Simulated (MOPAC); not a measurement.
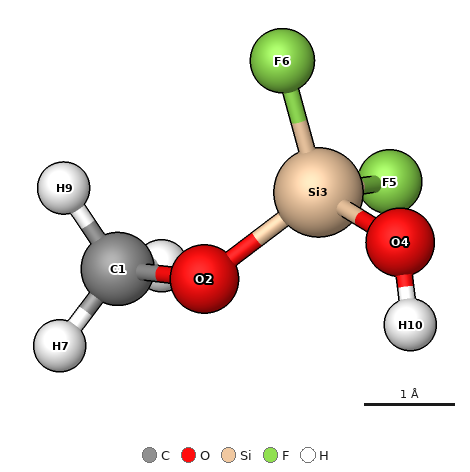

Figure 1. The starting structure (ball-and-stick view, seen at a tilt; atoms are numbered from 1 in the order of the input).

# CH$_{4}$F$_{2}$O$_{2}$Si: geometry relaxation (part 1 of 2)

CH$_{4}$F$_{2}$O$_{2}$Si, SMILES CO[Si](O)(F)F, computed with AM1, closed shell (MOPAC 23.2.5).

The atoms were displaced at random from an optimised geometry.

### The program's output
```
MOPAC v23.2.5
AM1 CALCULATION RESULTS

 *  AM1        - The AM1 Hamiltonian to be used
 *  THREADS=1  - MULTI-THREADING NOT USED
 *  CYCLES=    - DO A MAXIMUM OF 300 STEPS
 *  GNORM      - EXIT WHEN GRADIENT NORM DROPS BELOW 0.020
 *  AUX        - OUTPUT AUXILIARY INFORMATION
 *  GRADIENTS  - ALL GRADIENTS TO BE PRINTED
 *  DISP       - PRINT DISPERSION AND HYDROGEN BOND ENERGIES
 *  MULLIK     - THE MULLIKEN ANALYSIS TO BE PERFORMED
AM1 MULLIK GNORM=0.02 DISP CYCLES=300 GRADIENTS AUX(PRECISION=6) THREADS=1
 optimise of CH4F2O2Si

   ATOM   CHEMICAL          X               Y               Z
  NUMBER   SYMBOL      (ANGSTROMS)     (ANGSTROMS)     (ANGSTROMS)

     1       C         -0.49188900  *  -1.21684400  *   0.98246000  *
     2       O          0.47198200  *  -0.40540300  *   0.32114900  *
     3      Si          0.14131400  *   0.90500600  *  -0.56549600  *
     4       O          1.49493500  *   1.43857800  *  -1.24761700  *
     5       F         -0.98007500  *   0.56552500  *  -1.63654900  *
     6       F         -0.46452700  *   2.07899500  *   0.28545000  *
     7       H          0.01334300  *  -2.08654000  *   1.37765500  *
     8       H         -1.28171400  *  -1.53486100  *   0.27441600  *
     9       H         -0.96807600  *  -0.67913900  *   1.81163700  *
    10       H          2.13064000  *   0.82866500  *  -1.56317100  *

          CARTESIAN COORDINATES

    NO.       ATOM           X           Y           Z

     1         C         -0.4919     -1.2168      0.9825
     2         O          0.4720     -0.4054      0.3211
     3        Si          0.1413      0.9050     -0.5655
     4         O          1.4949      1.4386     -1.2476
     5         F         -0.9801      0.5655     -1.6365
     6         F         -0.4645      2.0790      0.2855
     7         H          0.0133     -2.0865      1.3777
     8         H         -1.2817     -1.5349      0.2744
     9         H         -0.9681     -0.6791      1.8116
    10         H          2.1306      0.8287     -1.5632

           Empirical Formula: C H4 O2 Si F2  =    10 atoms

      MOLECULAR POINT GROUP   :   C1

      RHF CALCULATION, NO. OF DOUBLY OCCUPIED LEVELS = 19

          Geometry optimization using EF

          DIAGONAL MATRIX USED AS START HESSIAN
```

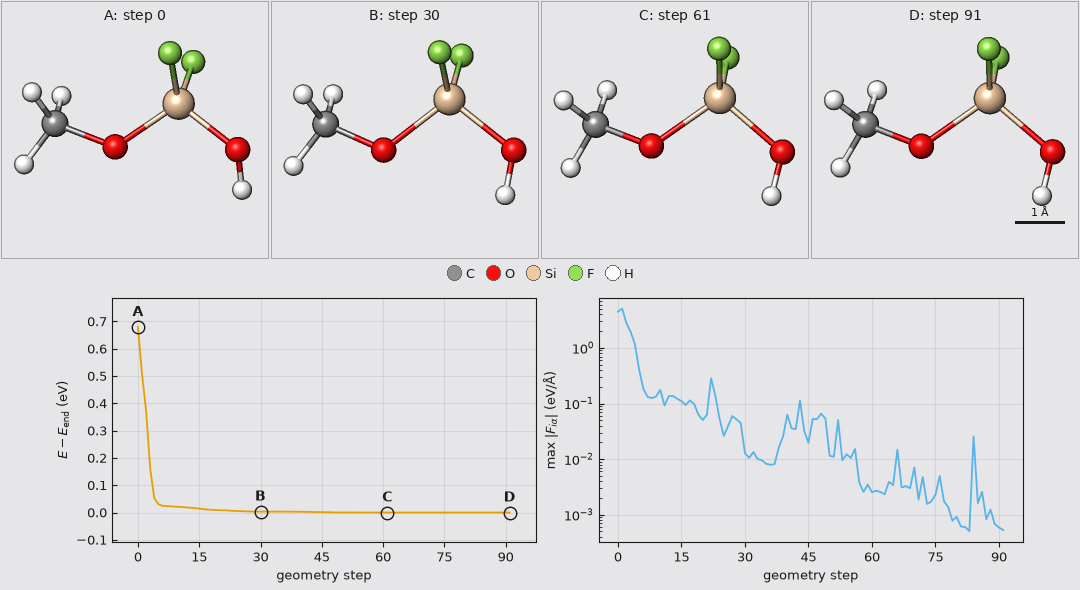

Figure 2. Frames of the relaxation (ball-and-stick view, seen at a tilt) above the curves, on which the letters mark them (steps are counted from 0).

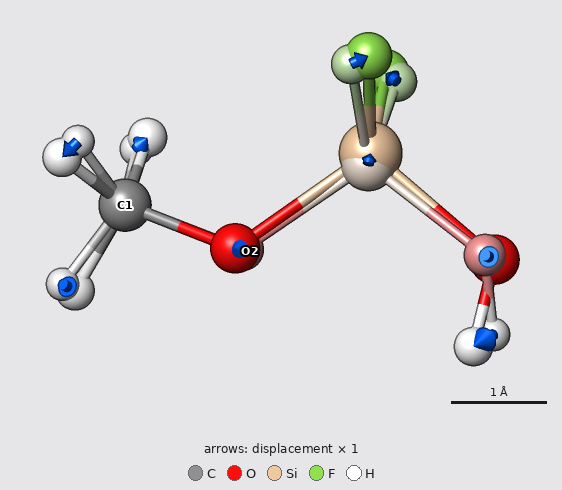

Figure 3. Start (faint) and end (solid) with the displacements as blue arrows, at true length (ball-and-stick view, seen at a tilt). The two geometries are laid on each other by the best rigid fit. The energy falls by 0.679 eV in 91 geometry steps. The largest force component goes from 4.5 to 0.00053 eV/Å. H10 moves most after the best rigid fit: 0.37 Å. By element the largest moves are H 0.37 Å, O 0.28 Å, F 0.21 Å, Si 0.13 Å, C 0.03 Å. Distances before and after: O2–Si3 1.616 → 1.742 Å, Si3–O4 1.607 → 1.729 Å, C1–H7 1.081 → 1.122 Å, C1–O2 1.423 → 1.392 Å. Among the angles that change: C1–O2–Si3 125.4° → 120.1°, O2–Si3–O4 109.3° → 104.3°, F5–Si3–F6 104.6° → 108.2°. (Atoms are counted from 1 in the order of the input.)

```
 CYCLE:     1 TIME:   0.000 TIME LEFT:  2.00D  GRAD.:   202.448 HEAT: -319.5333
 CYCLE:     2 TIME:   0.008 TIME LEFT:  2.00D  GRAD.:   268.768 HEAT: -323.4767
 CYCLE:     3 TIME:   0.000 TIME LEFT:  2.00D  GRAD.:   143.063 HEAT: -326.6211
 CYCLE:     4 TIME:   0.000 TIME LEFT:  2.00D  GRAD.:   108.477 HEAT: -331.4650
 CYCLE:     5 TIME:   0.008 TIME LEFT:  2.00D  GRAD.:    56.019 HEAT: -333.9804
 CYCLE:     6 TIME:   0.000 TIME LEFT:  2.00D  GRAD.:    25.829 HEAT: -334.4809
 CYCLE:     7 TIME:   0.008 TIME LEFT:  2.00D  GRAD.:    11.144 HEAT: -334.6248
 CYCLE:     8 TIME:   0.000 TIME LEFT:  2.00D  GRAD.:     6.150 HEAT: -334.6511
 CYCLE:     9 TIME:   0.000 TIME LEFT:  2.00D  GRAD.:     6.621 HEAT: -334.6710
 CYCLE:    10 TIME:   0.000 TIME LEFT:  2.00D  GRAD.:     7.497 HEAT: -334.6931
 CYCLE:    11 TIME:   0.008 TIME LEFT:  2.00D  GRAD.:     9.813 HEAT: -334.7072
 CYCLE:    12 TIME:   0.000 TIME LEFT:  2.00D  GRAD.:     5.692 HEAT: -334.7395
 CYCLE:    13 TIME:   0.000 TIME LEFT:  2.00D  GRAD.:     6.093 HEAT: -334.7610
 CYCLE:    14 TIME:   0.000 TIME LEFT:  2.00D  GRAD.:     6.031 HEAT: -334.7868
 CYCLE:    15 TIME:   0.008 TIME LEFT:  2.00D  GRAD.:     5.312 HEAT: -334.8273
 CYCLE:    16 TIME:   0.000 TIME LEFT:  2.00D  GRAD.:     6.191 HEAT: -334.8556
 CYCLE:    17 TIME:   0.000 TIME LEFT:  2.00D  GRAD.:     4.738 HEAT: -334.9022
 CYCLE:    18 TIME:   0.008 TIME LEFT:  2.00D  GRAD.:     4.339 HEAT: -334.9430
 CYCLE:    19 TIME:   0.000 TIME LEFT:  2.00D  GRAD.:     4.013 HEAT: -334.9605
 CYCLE:    20 TIME:   0.000 TIME LEFT:  2.00D  GRAD.:     3.395 HEAT: -334.9774
 CYCLE:    21 TIME:   0.000 TIME LEFT:  2.00D  GRAD.:     2.694 HEAT: -334.9975
 CYCLE:    22 TIME:   0.008 TIME LEFT:  2.00D  GRAD.:     2.953 HEAT: -335.0082
 CYCLE:    23 TIME:   0.000 TIME LEFT:  2.00D  GRAD.:    12.794 HEAT: -335.0115
 CYCLE:    24 TIME:   0.000 TIME LEFT:  2.00D  GRAD.:     5.586 HEAT: -335.0475
 CYCLE:    25 TIME:   0.008 TIME LEFT:  2.00D  GRAD.:     2.415 HEAT: -335.0588
 CYCLE:    26 TIME:   0.000 TIME LEFT:  2.00D  GRAD.:     1.412 HEAT: -335.0735
 CYCLE:    27 TIME:   0.000 TIME LEFT:  2.00D  GRAD.:     2.013 HEAT: -335.0823
 CYCLE:    28 TIME:   0.008 TIME LEFT:  2.00D  GRAD.:     2.868 HEAT: -335.0961
 CYCLE:    29 TIME:   0.000 TIME LEFT:  2.00D  GRAD.:     2.643 HEAT: -335.1064
 CYCLE:    30 TIME:   0.000 TIME LEFT:  2.00D  GRAD.:     1.831 HEAT: -335.1093
 CYCLE:    31 TIME:   0.000 TIME LEFT:  2.00D  GRAD.:     0.605 HEAT: -335.1116
 CYCLE:    32 TIME:   0.008 TIME LEFT:  2.00D  GRAD.:     0.517 HEAT: -335.1129
 CYCLE:    33 TIME:   0.000 TIME LEFT:  2.00D  GRAD.:     0.742 HEAT: -335.1147
 CYCLE:    34 TIME:   0.000 TIME LEFT:  2.00D  GRAD.:     0.602 HEAT: -335.1154
 CYCLE:    35 TIME:   0.000 TIME LEFT:  2.00D  GRAD.:     0.438 HEAT: -335.1161
 CYCLE:    36 TIME:   0.008 TIME LEFT:  2.00D  GRAD.:     0.388 HEAT: -335.1167
 CYCLE:    37 TIME:   0.000 TIME LEFT:  2.00D  GRAD.:     0.402 HEAT: -335.1172
 CYCLE:    38 TIME:   0.000 TIME LEFT:  2.00D  GRAD.:     0.505 HEAT: -335.1178
 CYCLE:    39 TIME:   0.000 TIME LEFT:  2.00D  GRAD.:     0.725 HEAT: -335.1190
 CYCLE:    40 TIME:   0.008 TIME LEFT:  2.00D  GRAD.:     1.020 HEAT: -335.1223
 CYCLE:    41 TIME:   0.000 TIME LEFT:  2.00D  GRAD.:     3.889 HEAT: -335.1257
 CYCLE:    42 TIME:   0.000 TIME LEFT:  2.00D  GRAD.:     1.444 HEAT: -335.1334
 CYCLE:    43 TIME:   0.000 TIME LEFT:  2.00D  GRAD.:     1.356 HEAT: -335.1383
 CYCLE:    44 TIME:   0.008 TIME LEFT:  2.00D  GRAD.:     4.852 HEAT: -335.1476
 CYCLE:    45 TIME:   0.000 TIME LEFT:  2.00D  GRAD.:     1.646 HEAT: -335.1531
 CYCLE:    46 TIME:   0.000 TIME LEFT:  2.00D  GRAD.:     1.078 HEAT: -335.1598
 CYCLE:    47 TIME:   0.008 TIME LEFT:  2.00D  GRAD.:     2.177 HEAT: -335.1645
 CYCLE:    48 TIME:   0.000 TIME LEFT:  2.00D  GRAD.:     2.117 HEAT: -335.1696
 CYCLE:    49 TIME:   0.000 TIME LEFT:  2.00D  GRAD.:     3.403 HEAT: -335.1836
 CYCLE:    50 TIME:   0.008 TIME LEFT:  2.00D  GRAD.:     2.434 HEAT: -335.1843
 CYCLE:    51 TIME:   0.000 TIME LEFT:  2.00D  GRAD.:     0.654 HEAT: -335.1890
 CYCLE:    52 TIME:   0.008 TIME LEFT:  2.00D  GRAD.:     0.482 HEAT: -335.1897
 CYCLE:    53 TIME:   0.000 TIME LEFT:  2.00D  GRAD.:     3.084 HEAT: -335.1866
 CYCLE:    54 TIME:   0.000 TIME LEFT:  2.00D  GRAD.:     0.534 HEAT: -335.1913
 CYCLE:    55 TIME:   0.008 TIME LEFT:  2.00D  GRAD.:     0.650 HEAT: -335.1917
 CYCLE:    56 TIME:   0.000 TIME LEFT:  2.00D  GRAD.:     0.480 HEAT: -335.1919
 CYCLE:    57 TIME:   0.000 TIME LEFT:  2.00D  GRAD.:     0.838 HEAT: -335.1920
 CYCLE:    58 TIME:   0.000 TIME LEFT:  2.00D  GRAD.:     0.194 HEAT: -335.1923
 CYCLE:    59 TIME:   0.008 TIME LEFT:  2.00D  GRAD.:     0.134 HEAT: -335.1924
 CYCLE:    60 TIME:   0.000 TIME LEFT:  2.00D  GRAD.:     0.150 HEAT: -335.1926
 CYCLE:    61 TIME:   0.000 TIME LEFT:  2.00D  GRAD.:     0.134 HEAT: -335.1926
 CYCLE:    62 TIME:   0.008 TIME LEFT:  2.00D  GRAD.:     0.145 HEAT: -335.1926
 CYCLE:    63 TIME:   0.000 TIME LEFT:  2.00D  GRAD.:     0.144 HEAT: -335.1926
 CYCLE:    64 TIME:   0.000 TIME LEFT:  2.00D  GRAD.:     0.155 HEAT: -335.1928
 CYCLE:    65 TIME:   0.000 TIME LEFT:  2.00D  GRAD.:     0.187 HEAT: -335.1928
 CYCLE:    66 TIME:   0.008 TIME LEFT:  2.00D  GRAD.:     0.136 HEAT: -335.1930
 CYCLE:    67 TIME:   0.000 TIME LEFT:  2.00D  GRAD.:     0.848 HEAT: -335.1908
 CYCLE:    68 TIME:   0.000 TIME LEFT:  2.00D  GRAD.:     0.172 HEAT: -335.1931
 CYCLE:    69 TIME:   0.000 TIME LEFT:  2.00D  GRAD.:     0.181 HEAT: -335.1932
 CYCLE:    70 TIME:   0.008 TIME LEFT:  2.00D  GRAD.:     0.110 HEAT: -335.1932
 CYCLE:    71 TIME:   0.000 TIME LEFT:  2.00D  GRAD.:     0.328 HEAT: -335.1931
 CYCLE:    72 TIME:   0.000 TIME LEFT:  2.00D  GRAD.:     0.105 HEAT: -335.1932
 CYCLE:    73 TIME:   0.000 TIME LEFT:  2.00D  GRAD.:     0.218 HEAT: -335.1932
 CYCLE:    74 TIME:   0.008 TIME LEFT:  2.00D  GRAD.:     0.062 HEAT: -335.1932
 CYCLE:    75 TIME:   0.000 TIME LEFT:  2.00D  GRAD.:     0.104 HEAT: -335.1932
 CYCLE:    76 TIME:   0.000 TIME LEFT:  2.00D  GRAD.:     0.135 HEAT: -335.1932
 CYCLE:    77 TIME:   0.000 TIME LEFT:  2.00D  GRAD.:     0.262 HEAT: -335.1930
 CYCLE:    78 TIME:   0.008 TIME LEFT:  2.00D  GRAD.:     0.103 HEAT: -335.1932
 CYCLE:    79 TIME:   0.000 TIME LEFT:  2.00D  GRAD.:     0.061 HEAT: -335.1932
 CYCLE:    80 TIME:   0.000 TIME LEFT:  2.00D  GRAD.:     0.038 HEAT: -335.1932
 CYCLE:    81 TIME:   0.008 TIME LEFT:  2.00D  GRAD.:     0.060 HEAT: -335.1932
 CYCLE:    82 TIME:   0.000 TIME LEFT:  2.00D  GRAD.:     0.037 HEAT: -335.1932
 CYCLE:    83 TIME:   0.000 TIME LEFT:  2.00D  GRAD.:     0.033 HEAT: -335.1932
 CYCLE:    84 TIME:   0.000 TIME LEFT:  2.00D  GRAD.:     0.023 HEAT: -335.1932
 CYCLE:    85 TIME:   0.008 TIME LEFT:  2.00D  GRAD.:     1.187 HEAT: -335.1899
 CYCLE:    86 TIME:   0.000 TIME LEFT:  2.00D  GRAD.:     0.061 HEAT: -335.1932
 CYCLE:    87 TIME:   0.000 TIME LEFT:  2.00D  GRAD.:     0.126 HEAT: -335.1930
 CYCLE:    88 TIME:   0.000 TIME LEFT:  2.00D  GRAD.:     0.048 HEAT: -335.1931
 CYCLE:    89 TIME:   0.008 TIME LEFT:  2.00D  GRAD.:     0.074 HEAT: -335.1932
 CYCLE:    90 TIME:   0.000 TIME LEFT:  2.00D  GRAD.:     0.032 HEAT: -335.1932
 CYCLE:    91 TIME:   0.000 TIME LEFT:  2.00D  GRAD.:     0.031 HEAT: -335.1932
 CYCLE:    92 TIME:   0.008 TIME LEFT:  2.00D  GRAD.:     0.026 HEAT: -335.1932

 HEAT OF FORMATION IS ESSENTIALLY STATIONARY

 -------------------------------------------------------------------------------
 AM1 MULLIK GNORM=0.02 DISP CYCLES=300 GRADIENTS AUX(PRECISION=6) THREADS=1
 optimise of CH4F2O2Si

     GEOMETRY OPTIMISED USING EIGENVECTOR FOLLOWING (EF).
     SCF FIELD WAS ACHIEVED

                              AM1 CALCULATION

          FINAL HEAT OF FORMATION =       -335.19316 KCAL/MOL =   -1402.44819 KJ/MOL

          TOTAL ENERGY            =     -43461.53872 KCAL/MOL = ELECTRONIC ENERGY + CORE-CORE REPULSION
          ENERGY OF ATOMS         =      43126.34556 KCAL/MOL
                              SUM =       -335.19316 KCAL/MOL
          DISPERSION ENERGY       =          0.00000 KCAL/MOL
                              SUM =       -335.19316 KCAL/MOL = FINAL HEAT OF FORMATION

          TOTAL ENERGY            =      -1884.67070 EV
          ELECTRONIC ENERGY       =      -5232.94271 EV
          CORE-CORE REPULSION     =       3348.27201 EV
          COSMO AREA              =        124.91 SQUARE ANGSTROMS
          COSMO VOLUME            =        113.30 CUBIC ANGSTROMS

          GRADIENT NORM           =          0.02629          =       0.00831 PER ATOM
          IONIZATION POTENTIAL    =         11.456800 EV
          HOMO LUMO ENERGIES (EV) =        -11.457  0.946
          NO. OF FILLED LEVELS    =         19
          MOLECULAR WEIGHT        =        114.1237         POINT GROUP:  C1

          MOLECULAR DIMENSIONS (Angstroms)

            Atom       Atom       Distance
            H    10    H     9     4.77037
            H     7    F     6     4.17268
            H     9    F     5     2.51543

          SCF CALCULATIONS        =        103

          WALL-CLOCK TIME         =      0.219 SECONDS
          COMPUTATION TIME        =      0.122 SECONDS

       FINAL  POINT  AND  DERIVATIVES

   PARAMETER     ATOM    TYPE            VALUE        GRADIENT
      1          1  C    CARTESIAN X    -0.466448     -0.001145  KCAL/ANGSTROM
      2          1  C    CARTESIAN Y    -1.266199     -0.002377  KCAL/ANGSTROM
      3          1  C    CARTESIAN Z     0.921846     -0.001000  KCAL/ANGSTROM
      4          2  O    CARTESIAN X     0.505262      0.001241  KCAL/ANGSTROM
      5          2  O    CARTESIAN Y    -0.367490      0.000343  KCAL/ANGSTROM
      6          2  O    CARTESIAN Z     0.490568     -0.000186  KCAL/ANGSTROM
      7          3 Si    CARTESIAN X     0.071162     -0.001176  KCAL/ANGSTROM
      8          3 Si    CARTESIAN Y     0.946954      0.003449  KCAL/ANGSTROM
      9          3 Si    CARTESIAN Z    -0.566920     -0.001749  KCAL/ANGSTROM
     10          4  O    CARTESIAN X     1.543174     -0.009289  KCAL/ANGSTROM
     11          4  O    CARTESIAN Y     1.341886      0.005961  KCAL/ANGSTROM
     12          4  O    CARTESIAN Z    -1.383292     -0.002168  KCAL/ANGSTROM
     13          5  F    CARTESIAN X    -1.064131     -0.002654  KCAL/ANGSTROM
     14          5  F    CARTESIAN Y     0.517151      0.004665  KCAL/ANGSTROM
     15          5  F    CARTESIAN Z    -1.612455      0.006775  KCAL/ANGSTROM
     16          6  F    CARTESIAN X    -0.458725      0.010414  KCAL/ANGSTROM
     17          6  F    CARTESIAN Y     2.215382     -0.001398  KCAL/ANGSTROM
     18          6  F    CARTESIAN Z     0.253982      0.001691  KCAL/ANGSTROM
     19          7  H    CARTESIAN X     0.039972     -0.001604  KCAL/ANGSTROM
     20          7  H    CARTESIAN Y    -2.259086      0.000890  KCAL/ANGSTROM
     21          7  H    CARTESIAN Z     1.053284      0.001225  KCAL/ANGSTROM
     22          8  H    CARTESIAN X    -1.293365      0.008337  KCAL/ANGSTROM
     23          8  H    CARTESIAN Y    -1.363093     -0.005374  KCAL/ANGSTROM
     24          8  H    CARTESIAN Z     0.170493     -0.000855  KCAL/ANGSTROM
     25          9  H    CARTESIAN X    -0.884550     -0.012174  KCAL/ANGSTROM
     26          9  H    CARTESIAN Y    -0.930252     -0.003101  KCAL/ANGSTROM
     27          9  H    CARTESIAN Z     1.907421     -0.003849  KCAL/ANGSTROM
     28         10  H    CARTESIAN X     2.329589      0.008049  KCAL/ANGSTROM
     29         10  H    CARTESIAN Y     0.881570     -0.003057  KCAL/ANGSTROM
     30         10  H    CARTESIAN Z    -1.116328      0.000116  KCAL/ANGSTROM

   ATOM   CHEMICAL          X               Y               Z
  NUMBER   SYMBOL      (ANGSTROMS)     (ANGSTROMS)     (ANGSTROMS)

     1       C         -0.46644761  *  -1.26619917  *   0.92184556  *
     2       O          0.50526155  *  -0.36748980  *   0.49056755  *
     3      Si          0.07116154  *   0.94695427  *  -0.56691974  *
     4       O          1.54317403  *   1.34188565  *  -1.38329189  *
     5       F         -1.06413136  *   0.51715067  *  -1.61245456  *
     6       F         -0.45872469  *   2.21538243  *   0.25398209  *
     7       H          0.03997161  *  -2.25908638  *   1.05328366  *
     8       H         -1.29336484  *  -1.36309265  *   0.17049303  *
     9       H         -0.88455006  *  -0.93025210  *   1.90742059  *
    10       H          2.32958884  *   0.88157037  *  -1.11632823  *

                             CARTESIAN COORDINATES

   1    C       -0.466447611    -1.266199171     0.921845562
   2    O        0.505261555    -0.367489800     0.490567548
   3   Si        0.071161545     0.946954272    -0.566919745
   4    O        1.543174032     1.341885646    -1.383291889
   5    F       -1.064131360     0.517150666    -1.612454559
   6    F       -0.458724687     2.215382434     0.253982089
   7    H        0.039971610    -2.259086382     1.053283662
   8    H       -1.293364838    -1.363092649     0.170493029
   9    H       -0.884550063    -0.930252105     1.907420595
  10    H        2.329588839     0.881570374    -1.116328232

           Empirical Formula: C H4 O2 Si F2  =    10 atoms

      MOLECULAR POINT GROUP   :   C1

                  EIGENVALUES
 -48.56082 -48.33751 -37.90007 -36.14057 -27.18662 -19.15904 -18.52892 -17.04969
 -16.59440 -15.90805 -15.47585 -15.28534 -14.90291 -14.63361 -14.51954 -13.34761
 -12.94454 -11.75140 -11.45680   0.94602   1.20763   2.08114   2.47391   3.78359
   4.08356   4.32238   5.24315   5.75761

              NET ATOMIC CHARGES AND DIPOLE CONTRIBUTIONS

  ATOM NO.   TYPE          CHARGE      No. of ELECS.   s-Pop       p-Pop
    1          C          -0.020749        4.0207     1.22831     2.79243
    2          O          -0.640773        6.6408     1.86296     4.77781
    3         Si           1.837956        2.1620     0.68871     1.47333
    4          O          -0.680115        6.6801     1.84966     4.83045
    5          F          -0.476568        7.4766     1.88158     5.59498
    6          F          -0.472441        7.4724     1.88196     5.59048
    7          H           0.089042        0.9110     0.91096
    8          H           0.046856        0.9531     0.95314
    9          H           0.062291        0.9377     0.93771
   10          H           0.254502        0.7455     0.74550
 DIPOLE           X         Y         Z       TOTAL
 POINT-CHG.    -0.136    -1.451     0.722     1.626
 HYBRID        -0.021    -0.210     0.163     0.267
 SUM           -0.157    -1.661     0.885     1.889

          ATOMIC ORBITAL ELECTRON POPULATIONS

     Atom    s        px        py        pz
    1  C   1.22831   0.89279   0.92784   0.97181
    2  O   1.86296   1.49671   1.52043   1.76067
    3 Si   0.68871   0.50297   0.49033   0.48004
    4  O   1.84966   1.32838   1.73858   1.76349
    5  F   1.88158   1.82919   1.91897   1.84683
    6  F   1.88196   1.91262   1.80226   1.87560
    7  H   0.91096
    8  H   0.95314
    9  H   0.93771
   10  H   0.74550

           MULLIKEN POPULATION ANALYSIS

        MULLIKEN POPULATIONS AND CHARGES

      NO.  ATOM   POPULATION      CHARGE
        1    C     4.147208     -0.147208
        2    O     6.707408     -0.707408
        3   Si     1.941265      2.058735
        4    O     6.760146     -0.760146
        5    F     7.532868     -0.532868
        6    F     7.528634     -0.528634
        7    H     0.860697      0.139303
        8    H     0.915907      0.084093
        9    H     0.892427      0.107573
       10    H     0.713440      0.286560

 *                    *
 * JOB ENDED NORMALLY *
 *                    *

 TOTAL JOB TIME:             0.23 SECONDS

 == MOPAC DONE ==
```
